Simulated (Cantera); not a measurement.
Charge: 1 mol Si, 0.51 mol Cl2, 2.5 mol H2, at 3.40 bar.

These are equilibrium values from Cantera (NASA tables, ideal gas, pure condensed phases), not measurements of a reactor. Candidate condensed phases: Si; 19 gas species. The tables' values for SiCl3 are old estimates; treat these amounts as uncertain. Rates play no part.

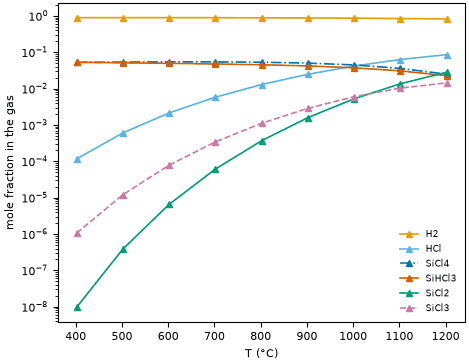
Figure: Equilibrium gas composition (values under 1e-9 drawn at 1e-9)

From 402 °C to 1202 °C the condensed part is Si(s). The main Si-bearing gas is SiHCl3 at 402 °C and SiCl2 at 1202 °C.
